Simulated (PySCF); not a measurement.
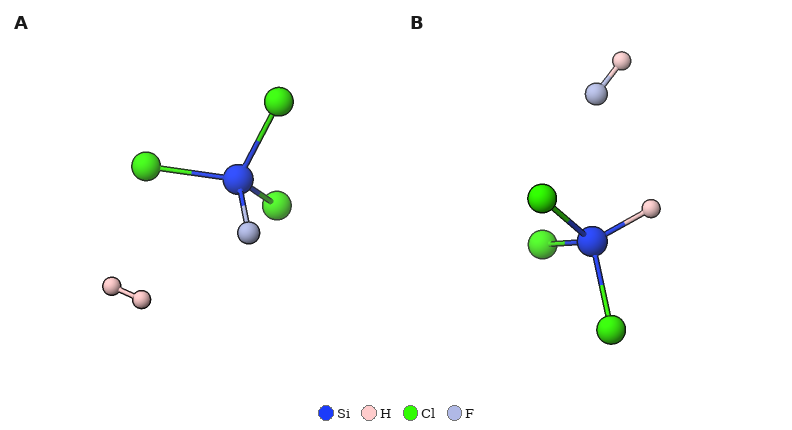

2 stationary structures of one formula. Geometries: PBE0-D4/def2-TZVP. Electronic energies: PBE-D4/def2-SVP (PySCF 2.14.0), without zero-point energy. No frequency run is at hand to confirm each as a minimum. Each is one conformer, not always the lowest.

Which structure is the most stable?

Answer. A is lowest; B lies 26.1 kcal/mol above it (Cs).
